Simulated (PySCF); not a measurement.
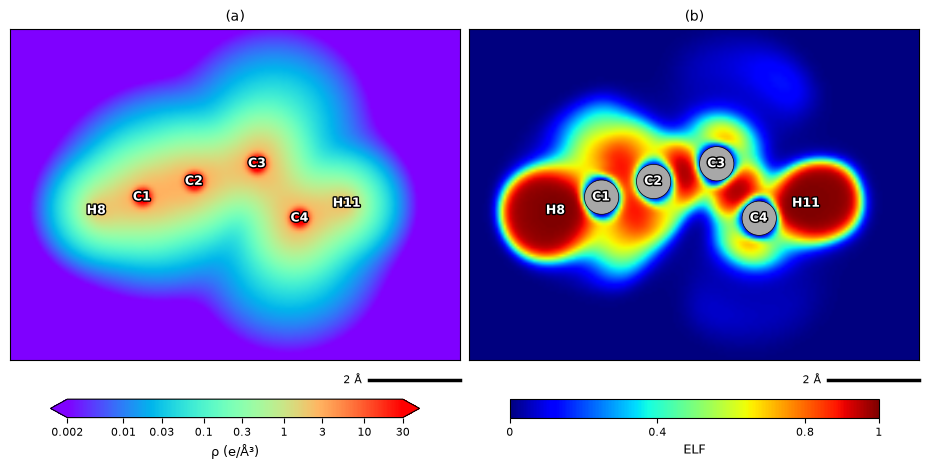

Figure. C₄H₆S₂Si. (a) electron density; (b) ELF on the plane of atoms C2, C3 and C4. Grey discs cover the atomic cores in the ELF map.

Geometry: GFN2-xTB.

All numbers below come from PBE0/pcSseg-1, SCF density, gas phase, non-relativistic in PySCF.

Input

```
{"job": {"kind": "nmr", "xc": "PBE0", "basis": "pcSseg-1"}, "charge": 0, "multiplicity": 1}
C      2.402961    -0.856889     0.264732
C      1.561475    -0.158238    -0.222290
C      0.477803     0.617336    -0.772031
C     -0.253325     1.418850     0.292475
S     -1.041450     0.337668     1.538583
Si    -1.661255    -1.186202     0.165071
S     -0.721051    -0.500390    -1.632042
H      3.170103    -1.439756     0.679407
H      0.850126     1.286919    -1.553593
H      0.443915     2.054324     0.838583
H     -1.030822     2.035343    -0.159264
H     -3.093977    -1.153850    -0.058602
H     -1.108892    -2.454630     0.601243
```

Launched as:

```sh
OMP_NUM_THREADS=1 python probes_run.py task.json out
```

Question: Read the bonding off the picture.

Answer: The section cuts through C and H sites. C–C (1.20 Å): ρ at the midpoint is about 2.7 e/Å³; the ELF peaks at about 0.80 between the atoms; a multiple bond. C–H (1.05 Å): ρ is about 2.1 e/Å³ halfway; the ELF climbs to about 1 towards the hydrogen, as it does in any bond to H: a covalent bond by its length.
